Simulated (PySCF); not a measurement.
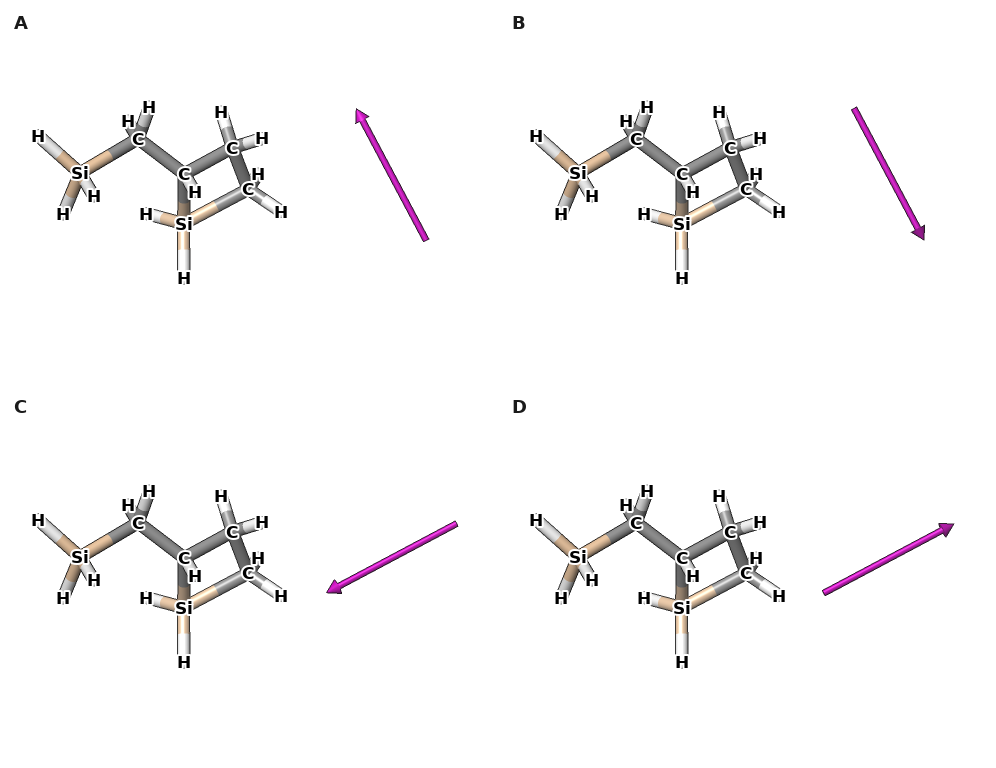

The same molecule four times, each with an arrow. The geometry was computed by an optimisation with GFN2-xTB. No frequency run is at hand to confirm it as a minimum. Properties computed with PBE0/pcSseg-1, gas phase (PySCF 2.14.0).

### Which arrow points along the dipole moment, from the negative to the positive end?

D. The dipole moment is 0.74 D.

The geometry is semi-empirical. Around Si such bond lengths and angles can be off by a tenth of an ångström or more and by several degrees, and values that hang on the shape move with them.
